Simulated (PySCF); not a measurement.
Consider C6H10O2.

```yaml
atoms:
  - { symbol: C, position_ang: [2.6339, 0.6414, -0.1653] }
  - { symbol: O, position_ang: [1.2770, 0.9615, -0.3481] }
  - { symbol: C, position_ang: [0.4304, -0.1570, -0.3143] }
  - { symbol: C, position_ang: [0.3426, -1.0331, -1.5496] }
  - { symbol: C, position_ang: [-0.9373, -0.7509, -1.7654] }
  - { symbol: C, position_ang: [-1.0571, 0.2008, -0.6021] }
  - { symbol: C, position_ang: [-2.0588, -0.1501, 0.4936] }
  - { symbol: O, position_ang: [-1.7560, 0.4694, 1.7187] }
  - { symbol: H, position_ang: [3.1757, 1.5852, -0.1642] }
  - { symbol: H, position_ang: [3.0108, 0.0074, -0.9752] }
  - { symbol: H, position_ang: [2.7928, 0.1270, 0.7908] }
  - { symbol: H, position_ang: [0.5732, -0.7213, 0.6190] }
  - { symbol: H, position_ang: [1.0709, -1.6469, -2.0466] }
  - { symbol: H, position_ang: [-1.6673, -1.0748, -2.4844] }
  - { symbol: H, position_ang: [-1.1568, 1.2490, -0.8931] }
  - { symbol: H, position_ang: [-3.0729, 0.1226, 0.1615] }
  - { symbol: H, position_ang: [-2.0389, -1.2250, 0.6928] }
  - { symbol: H, position_ang: [-1.5707, 1.4013, 1.5553] }
```

Geometry: GFN2-xTB.

Level of theory: PBE0/def2-SVPD, SCF density, gas phase in PySCF.

Question: What will maps of the electron density and electron localisation function show?

Answer: C–C (1.33 Å): ρ is about 2.3 e/Å³ halfway; the ELF peaks at about 0.90 between the atoms: a short, multiple covalent bond.
C–C (1.51 Å): the density is about 1.7 e/Å³ at the midpoint; the ELF peaks at about 0.95 between the atoms, as expected for localised, covalent bonding.
C–H (1.07 Å): ρ is about 2 e/Å³ halfway; the ELF climbs to about 1 towards the hydrogen, as it does in any bond to H (an ordinary covalent bond to hydrogen).

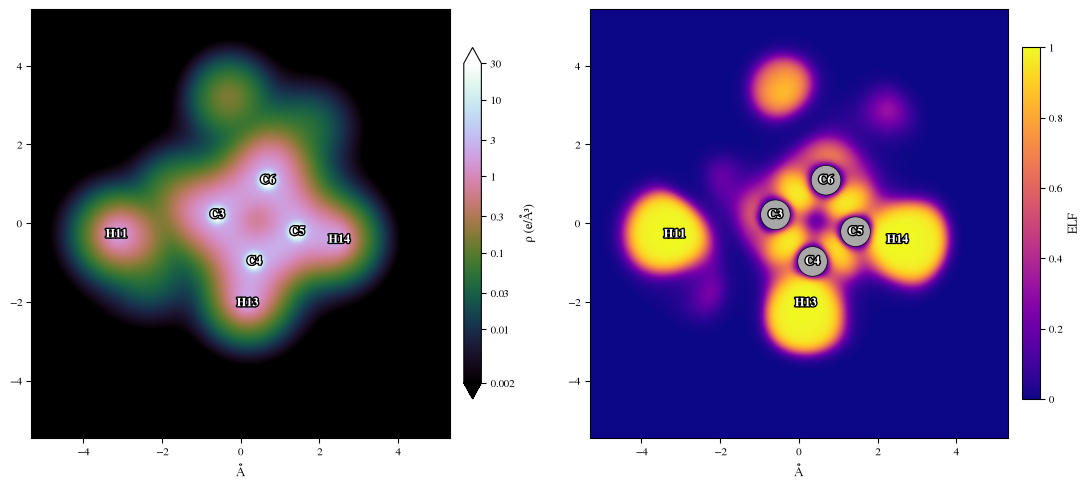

Computed electron density and electron localisation function on the plane of atoms C4, C5 and H14, in this order. Grey discs cover the atomic cores in the ELF map. 
